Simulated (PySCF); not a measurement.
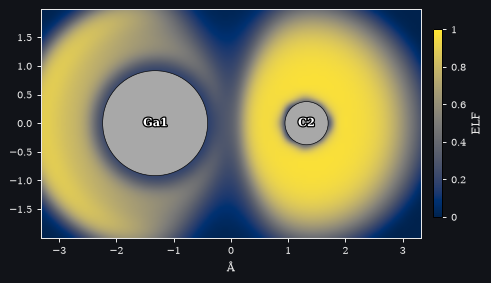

Figure. GaC (charge +1, triplet). Electron localisation function on a plane that holds the molecular axis. Grey discs cover the atomic cores.

All numbers below come from PySCF, PBE0/cc-pVDZ(-PP), non-relativistic Hamiltonian with scalar-relativistic core potentials where named, at a bond length of 2.645 Å.

> What does the map show?

Atoms in the plane: Ga and C.
C–Ga (2.64 Å): the ELF peaks at about 0.95 in the valence shell of C, 0.7 Å from its nucleus, and is about 0.35 at the midpoint.
